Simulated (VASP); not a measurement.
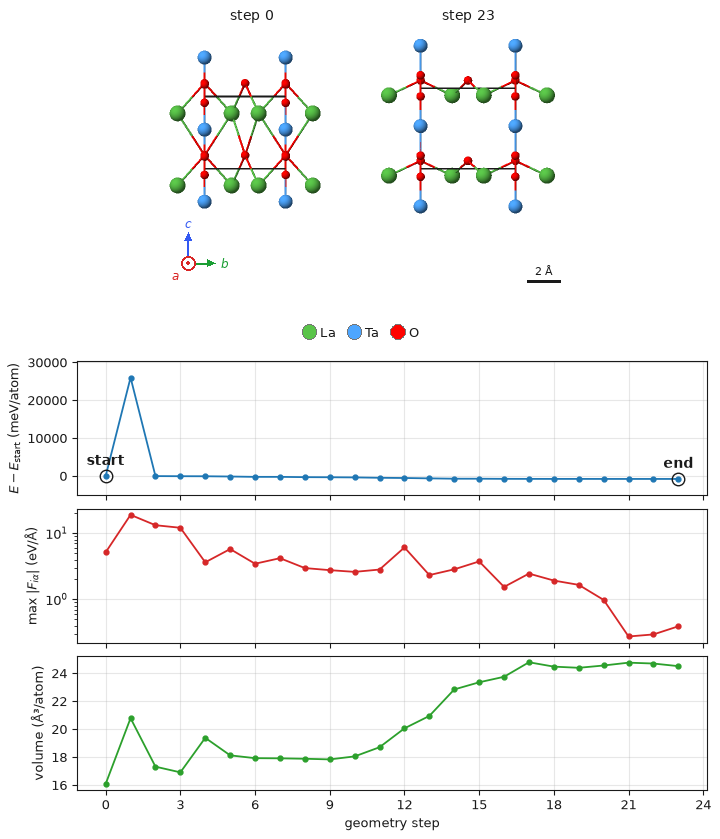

First and last geometry of a relaxation of crystalline La2TaO5 (a generated structure, set up in P6mm), with the history of the run. A ball-and-stick model of the cell of the calculation, seen along the a axis.

The run lets cell and atoms move.

Theory: VASP 6.6.1, Kohn-Sham DFT of a periodic cell, PBE, VASP PAW PBE potentials, recommended.

Input file:
```
PREC = Normal ; ENCUT = 520
EDIFF = 1E-4 ; ISMEAR = 0
SIGMA = 0.15 ; LREAL = False
LASPH = True ; NELM = 60
ALGO = Fast ; ISIF = 3
LWAVE = False ; LCHARG = False
GGA = PE ; IBRION = 2
NSW = 24 ; EDIFFG = -0.08
```

Command:
```bash
cat potpaw_PBE.64/La/POTCAR potpaw_PBE.64/Ta_pv/POTCAR potpaw_PBE.64/O/POTCAR > POTCAR
mpirun -np 1 vasp_std > vasp.out
```

> Did the run converge, and what did it change?

The relaxation stopped without meeting its thresholds, so the last structure isn't shown to be converged. The largest moves relative to the cell, 0.73 Å, are those of La atoms. Largest moves by element: La 0.73 Å, O 0.43 Å, Ta 0.06 Å. Cell: a = b 5.780 → 6.758 Å (+16.9 %), c 4.449 → 4.958 Å (+11.5 %). Volume +52.4 %. Some distances before and after: La–O 3.079 → 4.489 Å, La–Ta 3.484 → 4.340 Å, La–La 3.337 → 3.902 Å, O–Ta 2.783 → 3.135 Å. Bonds break, among them: La–O (3.08 → 4.49 Å). Among the angles between lasting bonds that change: La–O–La 83.8° → 129.7°, O–La–O 70.6° → 103.3°. The space group stays P6mm (No. 183). Over 23 geometry steps the energy falls by 766 meV per atom. Largest force component: 5.1 eV/Å at the start, 0.39 eV/Å at the end. Pressure: 18.87 GPa at the start and −0.16 GPa at the end. At step 1 the optimiser overshot: the energy rose above the start, and later steps came back. The volume changes by over a tenth within one run on a fixed set of plane waves, so the end point should be relaxed again from the new cell.
